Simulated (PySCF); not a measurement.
Run report: SiNH₄, geometry relaxation (part 3 of 3)

The same run, continued: SiNH₄, multiplicity 4, SMILES [NH][SiH3]; HF/STO-3G, UHF (PySCF 2.14.0). The atoms were displaced at random from an optimised geometry.

Geometry of the input (Å):
```
N  0.5603  -0.8952  0.9259
Si -0.2011  0.3172  -0.0758
H  0.9411  -1.6616  0.3374
H  -1.2704  -0.2425  -0.8858
H  0.7700  0.9427  -1.0655
H  -0.6954  1.4373  0.7352
```

Log, continued:
```
Geometry optimization cycle 24
Cartesian coordinates (Angstrom)
 Atom        New coordinates             dX        dY        dZ
   N   1.410466  -2.369974   1.743275    0.014610 -0.026174  0.006456
  Si  -0.434258   0.796884  -0.424357   -0.005100  0.008413 -0.005794
   H   1.112856  -1.925629   0.800818    0.004506 -0.006531  0.017793
   H  -1.498483   0.187440  -1.152022   -0.004551  0.006667 -0.006268
   H   0.487839   1.353177  -1.359077   -0.004678  0.008197 -0.006259
   H  -0.973893   1.855989   0.362756   -0.004788  0.009428 -0.005928
converged SCF energy = -341.54153352991  <S^2> = 3.7668679  2S+1 = 4.0084251
--------------- DFUHF_Scanner gradients ---------------
         x                y                z
0 N     0.0001969509    -0.0002985519     0.0006905098
1 Si    -0.0000189453     0.0000087273    -0.0000123047
2 H    -0.0002028498     0.0003173069    -0.0006861074
3 H    -0.0000062492     0.0000014733    -0.0000080573
4 H     0.0000070320     0.0000051568    -0.0000116004
5 H     0.0000240614    -0.0000341123     0.0000275600
----------------------------------------------
cycle 24: E = -341.54153353  dE = -2.86078e-06  norm(grad) = 0.00110486
Step   23 : Displace = 1.746e-02/3.091e-02 (rms/max) Trust = 3.000e-01 (=) Grad = 4.511e-04/7.827e-04 (rms/max) E (change) = -341.5415335299 (-2.861e-06) Quality = 1.141
Along Cartesian-Y 1 -0.612
Hessian Eigenvalues: 4.55266e-04 9.69161e-02 1.13645e-01 ... 5.86306e-01 8.00219e-01 1.39006e+00

Geometry optimization cycle 25
Cartesian coordinates (Angstrom)
 Atom        New coordinates             dX        dY        dZ
   N   1.415072  -2.378238   1.745036    0.004605 -0.008265  0.001761
  Si  -0.435900   0.799551  -0.426216   -0.001642  0.002667 -0.001858
   H   1.114419  -1.927929   0.806866    0.001563 -0.002299  0.006048
   H  -1.499893   0.189675  -1.153955   -0.001410  0.002234 -0.001933
   H   0.486324   1.355817  -1.361089   -0.001515  0.002640 -0.002012
   H  -0.975494   1.859012   0.360749   -0.001601  0.003023 -0.002007
converged SCF energy = -341.541534496177  <S^2> = 3.7668281  2S+1 = 4.0084052
--------------- DFUHF_Scanner gradients ---------------
         x                y                z
0 N     0.0001037852    -0.0001609594     0.0003806258
1 Si    -0.0000684895    -0.0000813539     0.0000159044
2 H    -0.0001084410     0.0001778151    -0.0003733781
3 H    -0.0000109298    -0.0000278383    -0.0000352401
4 H     0.0000689958     0.0000475112    -0.0000750415
5 H     0.0000150793     0.0000448253     0.0000871296
----------------------------------------------
cycle 25: E = -341.541534496  dE = -9.66267e-07  norm(grad) = 0.000632866
Step   24 : Displace = 5.625e-03/9.711e-03 (rms/max) Trust = 3.000e-01 (=) Grad = 2.584e-04/4.275e-04 (rms/max) E (change) = -341.5415344962 (-9.663e-07) Quality = 1.523
Along Cartesian-Y 1 -0.600
Hessian Eigenvalues: 2.81924e-04 1.03394e-01 1.16241e-01 ... 5.86521e-01 7.89497e-01 8.59933e-01

Geometry optimization cycle 26
Cartesian coordinates (Angstrom)
 Atom        New coordinates             dX        dY        dZ
   N   1.424688  -2.395488   1.748835    0.009616 -0.017249  0.003799
  Si  -0.438917   0.805106  -0.430041   -0.003017  0.005555 -0.003825
   H   1.117576  -1.932554   0.819245    0.003157 -0.004626  0.012379
   H  -1.502787   0.194781  -1.157641   -0.002894  0.005106 -0.003686
   H   0.482955   1.361213  -1.365113   -0.003369  0.005396 -0.004025
   H  -0.978987   1.864829   0.356106   -0.003493  0.005817 -0.004643
converged SCF energy = -341.541535387926  <S^2> = 3.7667936  2S+1 = 4.008388
--------------- DFUHF_Scanner gradients ---------------
         x                y                z
0 N     0.0000518256    -0.0000857198     0.0001955391
1 Si     0.0000104875    -0.0000265866     0.0000134099
2 H    -0.0000541083     0.0000991750    -0.0001830905
3 H    -0.0000276886    -0.0000164473    -0.0000497726
4 H    -0.0000030340     0.0000172426    -0.0000228795
5 H     0.0000225177     0.0000123361     0.0000467937
----------------------------------------------
cycle 26: E = -341.541535388  dE = -8.91749e-07  norm(grad) = 0.000320538
Step   25 : Displace = 1.166e-02/2.029e-02 (rms/max) Trust = 3.000e-01 (=) Grad = 1.309e-04/2.197e-04 (rms/max) E (change) = -341.5415353879 (-8.917e-07) Quality = 1.304
Along Cartesian-Y 1 -0.604
Hessian Eigenvalues: 2.35733e-04 1.01186e-01 1.17122e-01 ... 5.76311e-01 7.13481e-01 8.09773e-01

Geometry optimization cycle 27
Cartesian coordinates (Angstrom)
 Atom        New coordinates             dX        dY        dZ
   N   1.429140  -2.403465   1.750510    0.004452 -0.007978  0.001674
  Si  -0.440325   0.807729  -0.431871   -0.001408  0.002623 -0.001830
   H   1.119074  -1.934780   0.825085    0.001498 -0.002226  0.005840
   H  -1.504134   0.197209  -1.159213   -0.001347  0.002428 -0.001571
   H   0.481504   1.363710  -1.367014   -0.001451  0.002497 -0.001901
   H  -0.980730   1.867485   0.353894   -0.001743  0.002656 -0.002212
converged SCF energy = -341.541535603057  <S^2> = 3.7667682  2S+1 = 4.0083753
--------------- DFUHF_Scanner gradients ---------------
         x                y                z
0 N    -0.0000058970     0.0000004322     0.0000135999
1 Si    -0.0000072670    -0.0000172717    -0.0000138756
2 H     0.0000043795     0.0000120299     0.0000008384
3 H     0.0000004446     0.0000166449    -0.0000124192
4 H    -0.0000106885     0.0000086381    -0.0000111329
5 H     0.0000190284    -0.0000204734     0.0000229895
----------------------------------------------
cycle 27: E = -341.541535603  dE = -2.15132e-07  norm(grad) = 5.46097e-05
Step   26 : Displace = 5.428e-03/9.372e-03 (rms/max) Trust = 3.000e-01 (=) Grad = 2.229e-05/3.619e-05 (rms/max) E (change) = -341.5415356031 (-2.151e-07) Quality = 1.254
Along Cartesian-Y 1 -0.600
Hessian Eigenvalues: 1.49922e-04 1.01173e-01 1.17157e-01 ... 5.77178e-01 7.87754e-01 8.33320e-01

Geometry optimization cycle 28
Cartesian coordinates (Angstrom)
 Atom        New coordinates             dX        dY        dZ
   N   1.433352  -2.411000   1.752187    0.004211 -0.007534  0.001677
  Si  -0.441668   0.810194  -0.433561   -0.001342  0.002465 -0.001690
   H   1.120434  -1.936803   0.830439    0.001360 -0.002023  0.005354
   H  -1.505414   0.199390  -1.160768   -0.001280  0.002181 -0.001555
   H   0.480139   1.366054  -1.368790   -0.001365  0.002344 -0.001776
   H  -0.982315   1.870052   0.351884   -0.001585  0.002567 -0.002010
converged SCF energy = -341.541535640823  <S^2> = 3.7667701  2S+1 = 4.0083763
--------------- DFUHF_Scanner gradients ---------------
         x                y                z
0 N     0.0000196938    -0.0000390676     0.0000827585
1 Si     0.0000026064    -0.0000069275    -0.0000154749
2 H    -0.0000204363     0.0000504589    -0.0000665204
3 H    -0.0000062897     0.0000182131    -0.0000105895
4 H    -0.0000108592     0.0000056471    -0.0000090685
5 H     0.0000152850    -0.0000283240     0.0000188948
----------------------------------------------
cycle 28: E = -341.541535641  dE = -3.77655e-08  norm(grad) = 0.000136215
Step   27 : Displace = 5.083e-03/8.868e-03 (rms/max) Trust = 3.000e-01 (=) Grad = 5.561e-05/9.361e-05 (rms/max) E (change) = -341.5415356408 (-3.777e-08) Quality = 0.836
Along Cartesian-Y 1 -0.605
Hessian Eigenvalues: 1.63374e-04 1.00772e-01 1.16763e-01 ... 5.78841e-01 7.98426e-01 9.30423e-01

Geometry optimization cycle 29
Cartesian coordinates (Angstrom)
 Atom        New coordinates             dX        dY        dZ
   N   1.433454  -2.411170   1.752167    0.000102 -0.000170 -0.000019
  Si  -0.441700   0.810286  -0.433591   -0.000032  0.000093 -0.000030
   H   1.120483  -1.936910   0.830622    0.000049 -0.000107  0.000183
   H  -1.505448   0.199415  -1.160787   -0.000034  0.000025 -0.000019
   H   0.480132   1.366103  -1.368825   -0.000007  0.000049 -0.000035
   H  -0.982393   1.870162   0.351804   -0.000078  0.000109 -0.000080
converged SCF energy = -341.541535656825  <S^2> = 3.766761  2S+1 = 4.0083717
--------------- DFUHF_Scanner gradients ---------------
         x                y                z
0 N    -0.0000117727     0.0000088159    -0.0000147457
1 Si     0.0000138450     0.0000004664    -0.0000107839
2 H     0.0000109676     0.0000027134     0.0000309807
3 H    -0.0000179017     0.0000117919    -0.0000164833
4 H    -0.0000086130     0.0000049208    -0.0000095565
5 H     0.0000134748    -0.0000287084     0.0000205888
----------------------------------------------
cycle 29: E = -341.541535657  dE = -1.60021e-08  norm(grad) = 6.46528e-05
```

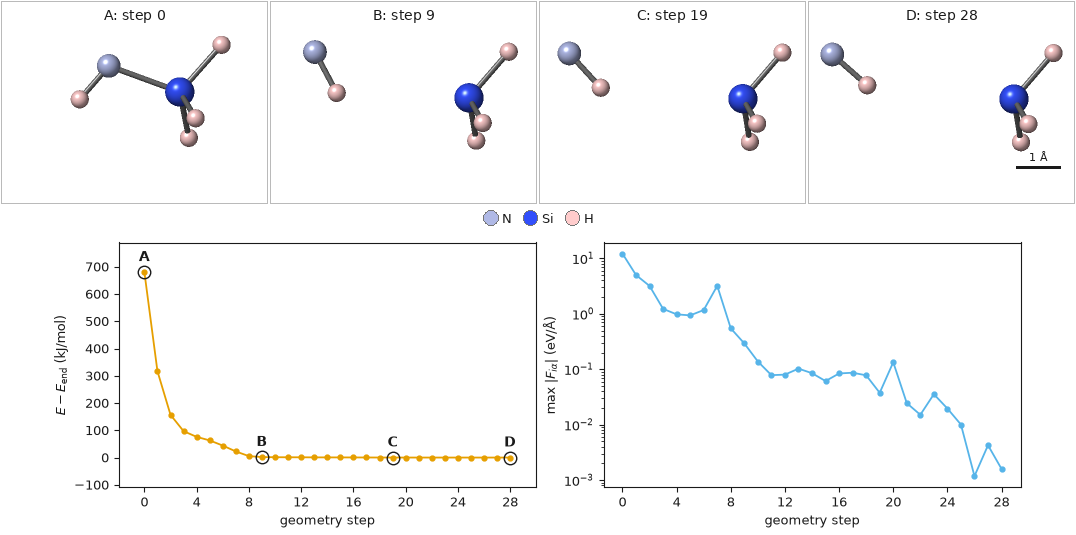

Figure 1. Frames of the relaxation (ball-and-stick view, seen at a tilt) above the curves, on which the letters mark them (steps are counted from 0).

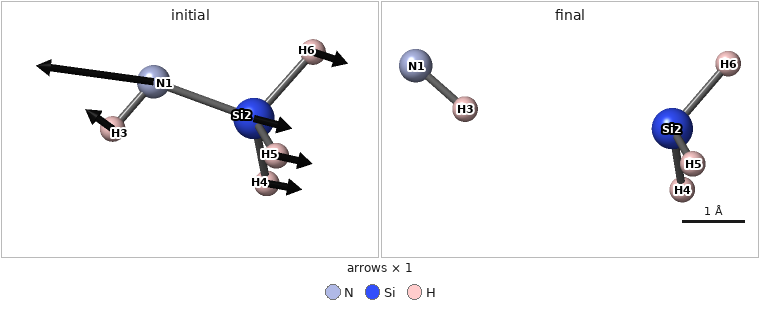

Figure 2. Before (left) and after (right) the relaxation, at one scale (ball-and-stick view, seen at a tilt). The black arrows give the displacements, at true length. The energy falls by 680.0 kJ/mol in 28 geometry steps. The largest force component goes from 12 to 0.0016 eV/Å. The atom that moves furthest after the best rigid fit is N1 (1.95 Å). By element the largest moves are N 1.95 Å, Si 0.65 Å, H 0.61 Å. Distances before and after: N1–Si2 1.747 → 4.321 Å, Si2–H5 1.521 → 1.426 Å, N1–H3 1.039 → 1.083 Å, Si2–H6 1.468 → 1.426 Å. Bonds break: N1–Si2 (1.75 → 4.32 Å). Among the angles that change: H4–Si2–H5 105.4° → 108.3°, H4–Si2–H6 110.7° → 108.5°. (Atoms are counted from 1 in the order of the input.)

```
Step   28 : Displace = 1.458e-04/2.145e-04 (rms/max) Trust = 3.000e-01 (=) Grad = 2.639e-05/3.781e-05 (rms/max) E (change) = -341.5415356568 (-1.600e-08) Quality = 1.058
Along Cartesian-Z 3 0.512
Hessian Eigenvalues: 1.63374e-04 1.00772e-01 1.16763e-01 ... 5.78841e-01 7.98426e-01 9.30423e-01
Converged! =D

converged: True
N           1.43345418       -2.41116958        1.75216746
Si         -0.44169970        0.81028641       -0.43359061
H           1.12048304       -1.93690955        0.83062158
H          -1.50544814        0.19941516       -1.16078668
H           0.48013163        1.36610304       -1.36882515
H          -0.98239301        1.87016152        0.35180441

WARN: HOMO -0.0447895272185103 >= LUMO -0.142693813346841

converged SCF energy = -341.541535656902  <S^2> = 3.7667597  2S+1 = 4.0083711
E = -341.5415356569 Eh
```

Trajectory as extended XYZ (Å, eV, eV/Å), 16 of the 29 frames kept, from step=0 to step=28:
```
6
Properties=species:S:1:pos:R:3:forces:R:3 step=0 energy=-9286.77108
N     0.5603   -0.8952    0.9259    5.5803  -9.0180   8.1353
Si   -0.2011    0.3172   -0.0758   -5.4614  12.1840  -7.9136
H     0.9411   -1.6616    0.3374    1.9757  -3.4955   0.1621
H    -1.2704   -0.2425   -0.8858   -0.1798   0.8595   0.0225
H     0.7700    0.9427   -1.0655   -1.5787  -0.2878   0.8770
H    -0.6954    1.4373    0.7352   -0.3361  -0.2421  -1.2833
6
Properties=species:S:1:pos:R:3:forces:R:3 step=2 energy=-9292.19393
N     0.6923   -1.1082    1.1595    1.7847  -3.1819   1.0736
Si   -0.3105    0.5566   -0.2796   -1.4754   1.9158   0.2975
H     0.9922   -1.7567    0.3156   -0.1574   0.4172   1.0810
H    -1.2869   -0.2218   -0.8930   -0.7944  -0.0173  -0.6277
H     0.7430    0.9523   -1.0636    0.8285   0.7885  -1.1786
H    -0.7257    1.4757    0.7323   -0.1860   0.0776  -0.6459
6
Properties=species:S:1:pos:R:3:forces:R:3 step=4 energy=-9293.03196
N     0.8211   -1.3292    1.3221    0.5220  -0.9782  -0.1290
Si   -0.3764    0.6702   -0.3499    0.0502  -0.2919   0.4402
H     1.0052   -1.7782    0.3370   -0.0685   0.2077   0.7104
H    -1.3406   -0.2047   -0.9320   -0.0314   0.5901  -0.1374
H     0.7624    1.0067   -1.1258   -0.3325   0.3639  -0.2305
H    -0.7672    1.5330    0.7199   -0.1399   0.1083  -0.6537
6
Properties=species:S:1:pos:R:3:forces:R:3 step=6 energy=-9293.36309
N     0.9786   -1.6021    1.4862    0.1559  -0.3995  -1.0098
Si   -0.3946    0.7145   -0.3795    0.5883  -1.1109   0.8630
H     1.0220   -1.8024    0.3951   -0.0281   0.1809   1.1706
H    -1.3894   -0.1141   -0.9808   -0.0265   0.6436  -0.2317
H     0.7150    1.0917   -1.1910   -0.5316   0.4010  -0.1877
H    -0.8271    1.6102    0.6413   -0.1581   0.2848  -0.6044
6
Properties=species:S:1:pos:R:3:forces:R:3 step=7 energy=-9293.58634
N     1.2018   -1.9928    1.6766   -0.3997   0.3913  -3.1682
Si   -0.3797    0.7168   -0.3787   -0.1104  -0.2649   0.5243
H     1.0479   -1.8355    0.5202    0.4144  -0.4154   3.1967
H    -1.4574    0.0491   -1.0600    0.3344   0.4041  -0.0296
H     0.6108    1.2282   -1.2845   -0.4889   0.1006   0.0772
H    -0.9189    1.7320    0.4977    0.2502  -0.2156  -0.6005
6
Properties=species:S:1:pos:R:3:forces:R:3 step=9 energy=-9293.80009
N     1.2127   -2.0164    1.6427    0.0138  -0.0305  -0.0507
Si   -0.3665    0.6893   -0.3505   -0.1467   0.2082  -0.1182
H     1.0595   -1.8498    0.5818    0.0114  -0.0133   0.0821
H    -1.4513    0.0887   -1.0695    0.2229   0.0684   0.0270
H     0.5716    1.2472   -1.2881   -0.2922  -0.1011   0.2217
H    -0.9214    1.7389    0.4549    0.1908  -0.1317  -0.1620
6
Properties=species:S:1:pos:R:3:forces:R:3 step=11 energy=-9293.80800
N     1.2288   -2.0451    1.6517    0.0123  -0.0261  -0.0361
Si   -0.3714    0.6942   -0.3525   -0.0602   0.0351  -0.0135
H     1.0625   -1.8538    0.5974    0.0089  -0.0107   0.0625
H    -1.4459    0.1038   -1.0763   -0.0081  -0.0782  -0.0696
H     0.5492    1.2542   -1.2858    0.0058   0.0078  -0.0064
H    -0.9187    1.7445    0.4368    0.0412   0.0721   0.0632
6
Properties=species:S:1:pos:R:3:forces:R:3 step=13 energy=-9293.81154
N     1.2543   -2.0905    1.6665    0.0037  -0.0124  -0.0548
Si   -0.3847    0.7062   -0.3593   -0.0181   0.0246   0.0014
H     1.0684   -1.8621    0.6226    0.0115  -0.0137   0.0737
H    -1.4480    0.1104   -1.0951   -0.0615  -0.0435  -0.0098
H     0.5313    1.2676   -1.2912    0.1026   0.0219  -0.0656
H    -0.9167    1.7662    0.4280   -0.0382   0.0231   0.0551
6
Properties=species:S:1:pos:R:3:forces:R:3 step=15 energy=-9293.81330
N     1.2744   -2.1263    1.6777    0.0030  -0.0094  -0.0385
Si   -0.3948    0.7183   -0.3671    0.0024   0.0563  -0.0438
H     1.0737   -1.8698    0.6437    0.0082  -0.0097   0.0525
H    -1.4545    0.1139   -1.1079   -0.0124   0.0344   0.0612
H     0.5257    1.2788   -1.2997    0.0424  -0.0112  -0.0104
H    -0.9200    1.7830    0.4247   -0.0436  -0.0603  -0.0211
6
Properties=species:S:1:pos:R:3:forces:R:3 step=17 energy=-9293.81581
N     1.3152   -2.1991    1.6997   -0.0080   0.0083  -0.0624
Si   -0.4075    0.7431   -0.3853    0.0083   0.0610  -0.0609
H     1.0847   -1.8854    0.6874    0.0135  -0.0177   0.0695
H    -1.4698    0.1326   -1.1214    0.0446   0.0710   0.0719
H     0.5189    1.3010   -1.3192   -0.0516  -0.0360   0.0538
H    -0.9369    1.8057    0.4101   -0.0068  -0.0866  -0.0718
6
Properties=species:S:1:pos:R:3:forces:R:3 step=19 energy=-9293.81812
N     1.3682   -2.2942    1.7248   -0.0029   0.0037  -0.0207
Si   -0.4208    0.7739   -0.4084    0.0063   0.0005  -0.0059
H     1.0999   -1.9071    0.7492    0.0045  -0.0067   0.0226
H    -1.4870    0.1651   -1.1349    0.0180   0.0115  -0.0017
H     0.5045    1.3296   -1.3424   -0.0376  -0.0079   0.0234
H    -0.9604    1.8304    0.3831    0.0117  -0.0010  -0.0177
6
Properties=species:S:1:pos:R:3:forces:R:3 step=21 energy=-9293.81844
N     1.3912   -2.3355    1.7346    0.0064  -0.0094   0.0154
Si   -0.4273    0.7858   -0.4166   -0.0062  -0.0163   0.0134
H     1.1070   -1.9171    0.7776   -0.0056   0.0076  -0.0148
H    -1.4924    0.1790   -1.1437   -0.0114  -0.0173  -0.0146
H     0.4937    1.3424   -1.3507    0.0203   0.0108  -0.0184
H    -0.9677    1.8434    0.3702   -0.0035   0.0245   0.0190
6
Properties=species:S:1:pos:R:3:forces:R:3 step=22 energy=-9293.81851
N     1.3959   -2.3438    1.7368   -0.0006   0.0010  -0.0074
Si   -0.4292    0.7885   -0.4186    0.0013  -0.0076   0.0092
H     1.1083   -1.9191    0.7830    0.0013  -0.0025   0.0078
H    -1.4939    0.1808   -1.1458   -0.0089  -0.0113  -0.0107
H     0.4925    1.3450   -1.3528    0.0092   0.0053  -0.0089
H    -0.9691    1.8466    0.3687   -0.0023   0.0151   0.0099
6
Properties=species:S:1:pos:R:3:forces:R:3 step=24 energy=-9293.81861
N     1.4151   -2.3782    1.7450   -0.0053   0.0083  -0.0196
Si   -0.4359    0.7996   -0.4262    0.0035   0.0042  -0.0008
H     1.1144   -1.9279    0.8069    0.0056  -0.0091   0.0192
H    -1.4999    0.1897   -1.1540    0.0006   0.0014   0.0018
H     0.4863    1.3558   -1.3611   -0.0035  -0.0024   0.0039
H    -0.9755    1.8590    0.3607   -0.0008  -0.0023  -0.0045
6
Properties=species:S:1:pos:R:3:forces:R:3 step=26 energy=-9293.81864
N     1.4291   -2.4035    1.7505    0.0003   0.0000  -0.0007
Si   -0.4403    0.8077   -0.4319    0.0004   0.0009   0.0007
H     1.1191   -1.9348    0.8251   -0.0002  -0.0006   0.0000
H    -1.5041    0.1972   -1.1592    0.0000  -0.0009   0.0006
H     0.4815    1.3637   -1.3670    0.0006  -0.0004   0.0006
H    -0.9807    1.8675    0.3539   -0.0010   0.0011  -0.0012
6
Properties=species:S:1:pos:R:3:forces:R:3 step=28 energy=-9293.81865
N     1.4335   -2.4112    1.7522    0.0006  -0.0005   0.0008
Si   -0.4417    0.8103   -0.4336   -0.0007   0.0000   0.0006
H     1.1205   -1.9369    0.8306   -0.0006  -0.0001  -0.0016
H    -1.5054    0.1994   -1.1608    0.0009  -0.0006   0.0008
H     0.4801    1.3661   -1.3688    0.0004  -0.0003   0.0005
H    -0.9824    1.8702    0.3518   -0.0007   0.0015  -0.0011
```

Results in brief:

- outcome: converged
- total energy: −341.541536 hartree
- basis functions: 18
- ⟨S²⟩: 3.767
- dipole moment: 0.58 D
- wall time: 4.8 s
- peak memory: 0.14 GiB
